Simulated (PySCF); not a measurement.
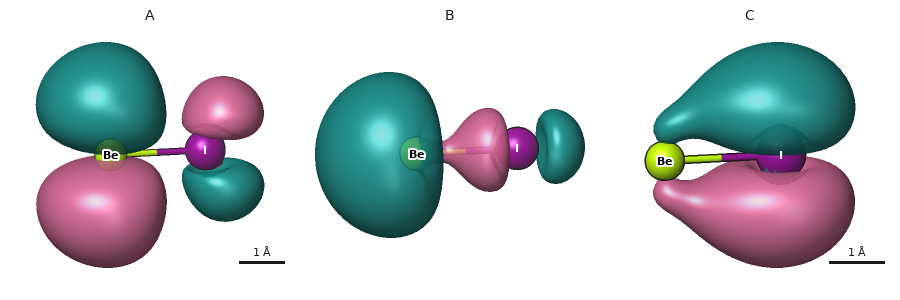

Figure 1: BeI (doublet). Three frontier α-spin orbitals, each drawn at the value that holds 80 % of its norm (teal and pink are the two phases), in no order; of a degenerate pair one member is drawn.

Theory: PBE0/x2c-SVPall, spin-free X2C-1e, Gaussian nucleus, at a bond length of 2.211 Å (PySCF).

### Name the orbitals and rank them from lowest to highest energy.

Orbital C: π, occupied in this spin, −7.99 eV; mainly on I (90 %).
Orbital B: σ, occupied in this spin, −6.18 eV; mainly on Be (85 %).
Orbital A: π, empty in this spin, −1.54 eV; mainly on Be (75 %).
